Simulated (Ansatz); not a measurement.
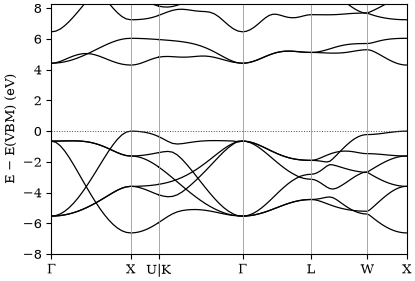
Band structure from r²SCAN in the plane-wave PAW code Ansatz

Question: Read off the gap and where the band edges lie.

Answer: About 4.3 eV (4.30 eV by a search for the band edges); maximum at X, minimum at X.

Question: Which compound is it?
(A) HfO2, fluorite
(B) MgO, rock salt
(C) AlN, zinc blende
(D) MgS, rock salt

Answer: A, HfO2, fluorite

Space group Fm-3m (fluorite). This is a known high-temperature phase of the composition, computed here at zero pressure and temperature. Symmetry was held in the r²SCAN relaxation. At this level the phase is dynamically unstable (imaginary phonons). No spin polarisation was allowed. Scalar-relativistic: spin–orbit coupling is off unless named, which matters more the heavier the elements.

Potentials: the earlier of the program's two PAW sets.
